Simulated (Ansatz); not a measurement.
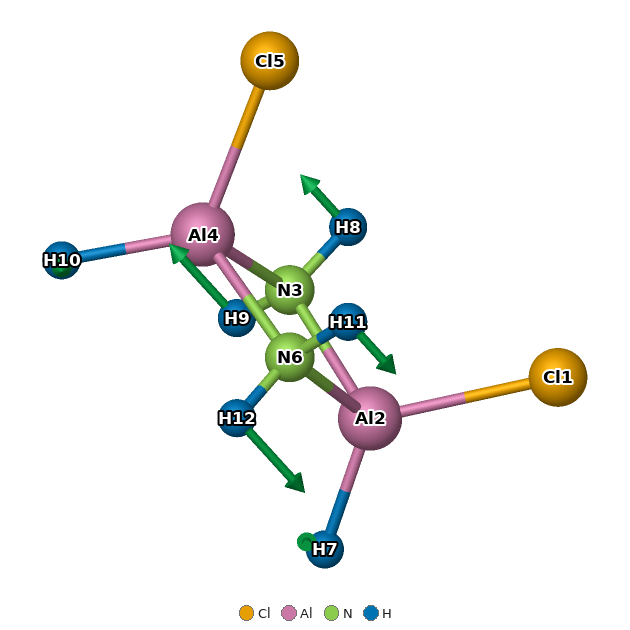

The arrows show one normal mode. Harmonic vibrations computed with RKS PBE0-D4/def2-TZVP (Ansatz 0.2.0) at a stationary point of the same level.

> Describe the motion.

Mostly Al–N–H bending.

> Estimate its harmonic wavenumber.

851 cm⁻¹; it is mode 21 of 30 counted from the lowest.
